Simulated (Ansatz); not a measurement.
**C2H6O2Si (SMILES COC1O[SiH2]1): density, localisation and related maps**

```
atom    x (Å)    y (Å)    z (Å)
   C  -1.0487   0.6105   1.4188
   O   0.2268   0.2069   0.9545
   C   0.3496   0.2924  -0.4033
   O  -0.3821  -0.7410  -1.1508
  Si   1.2574  -0.9748  -1.3286
   H  -1.8310  -0.0532   1.0402
   H  -1.0224   0.5618   2.5066
   H  -1.2677   1.6394   1.1073
   H   0.1112   1.2832  -0.8016
   H   1.8190  -0.7408  -2.6780
   H   1.8532  -2.1413  -0.6444
```

Geometry: PBE0-D4/def2-TZVP.

These are results of RKS PBE0-D4/def2-TZVPP in Ansatz 0.2.0, not measurements.

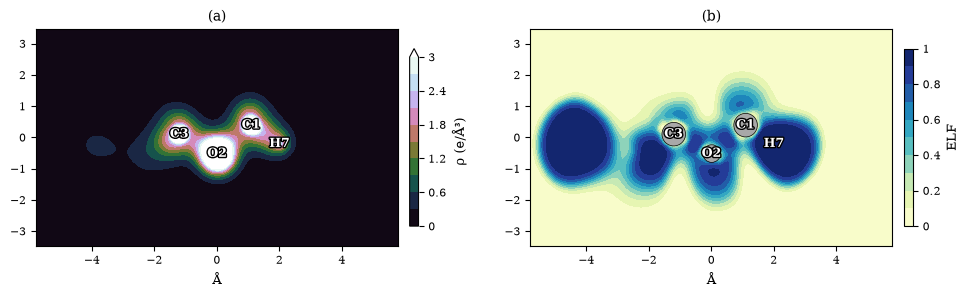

Figure 1. (a) total electron density; (b) electron localisation function on the plane of atoms O2, C1 and H7. Grey discs cover the atomic cores in the ELF map.

Q: What does the map show?

A: Atoms in the plane: C, O and H. C–O (1.37 Å): the density is about 2.3 e/Å³ at the midpoint, with its minimum of 2 e/Å³ about 0.5 Å from C; the ELF peaks at about 0.90 between the atoms: a polar covalent bond. C–H (1.09 Å): ρ at the midpoint is about 2.1 e/Å³; the ELF climbs to about 1 towards the hydrogen, as it does in any bond to H; an ordinary covalent bond to hydrogen. C–O (1.42 Å): ρ at the midpoint is about 2 e/Å³, with its minimum of 1.7 e/Å³ about 0.5 Å from C; the ELF peaks at about 0.85 between the atoms (a shared but strongly polarised pair). The ELF also peaks beside O2, away from the bonds: lone-pair regions.

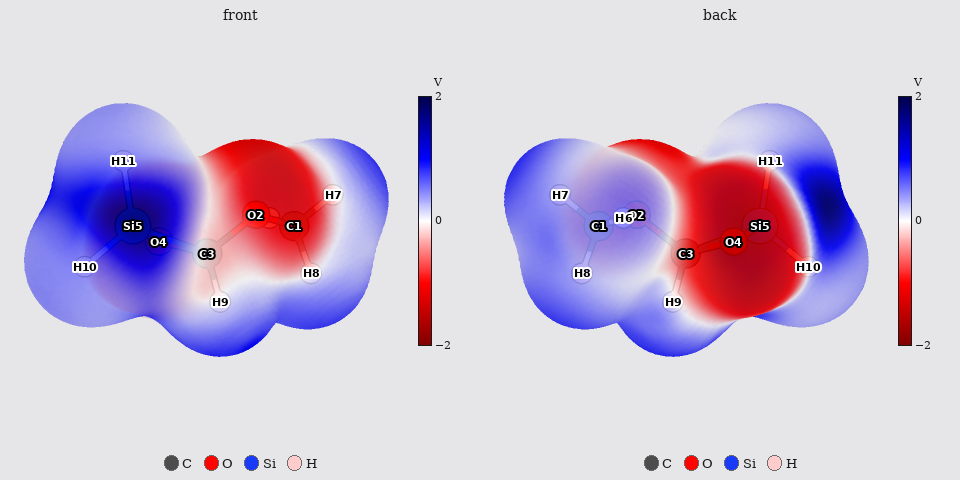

Figure 2. The molecular electrostatic potential painted on the density surface at 0.002 e/bohr³, seen from the front and from behind; the colour scale runs from red (negative) to blue (positive).

Q: Which sites attract a positive test charge, and which a negative one?

A: A positive charge is drawn to the negative regions and a negative charge to the positive ones. The most negative region (about −1.5 V, or −35 kcal/mol for a unit charge) lies over O4, the most positive (about +1.8 V, or +42 kcal/mol for a unit charge) over Si5. O4 is the likeliest acceptor of a hydrogen bond.

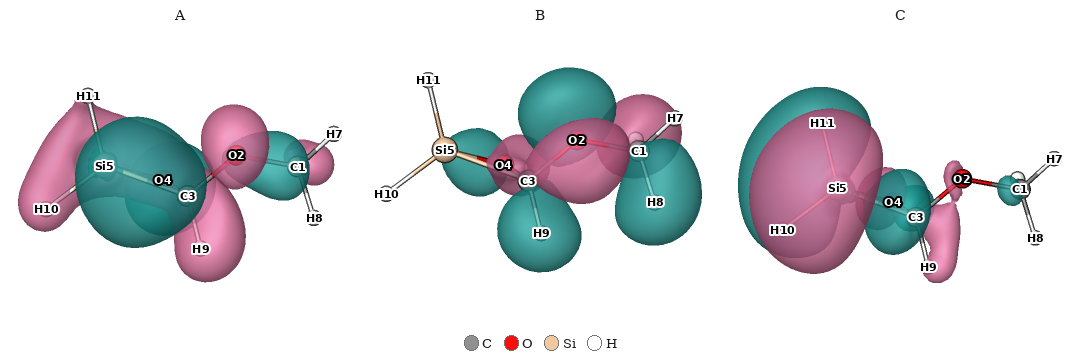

Figure 3. Three frontier orbitals at ±0.08 Å⁻³ᐟ² (teal and pink are the two phases), in no order.

Q: Order the three orbitals by energy and name them.

A: B is the HOMO−1 (−8.07 eV). It lies mainly on O2 (about 55 %), C1 (about 10 %), C3 (about 5 %) and O4 (about 5 %). A is the HOMO (−7.41 eV). By Hirshfeld shares it lies mainly on C3 (about 30 %), O4 (about 25 %), Si5 (about 25 %) and O2 (about 10 %). C is the LUMO (−0.55 eV). By Hirshfeld shares it lies mainly on Si5 (about 65 %), C3 (about 10 %), O4 (about 10 %), H10 (about 5 %) and H11 (about 5 %).

Q: What is the HOMO–LUMO gap?

A: 6.86 eV between the orbital energies.
